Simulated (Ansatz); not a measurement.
The starting structures come from a database of crystals and need not be the phases stable at ambient conditions.

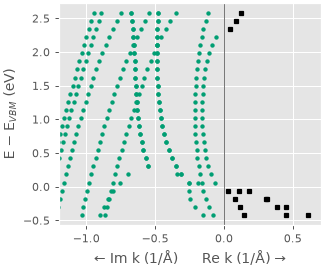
Figure. Complex bands at the centre of the two-dimensional zone; PBEsol (Ansatz, a first-principles code)

No gap correction and no spin-orbit coupling; mid-gap is the computed energy nearest the middle.

Q: This is MgTe (P6_3mc, wurtzite, 4 atoms a cell, 33.9 Å³ an atom) along the normal of (100). Read off the slowest decay at the centre of the two-dimensional zone at 1.14 eV, the computed energy nearest the middle of the gap.

A: κ ≈ 0.16 1/Å, a decay length 1/(2κ) of the density of 3.1 Å.
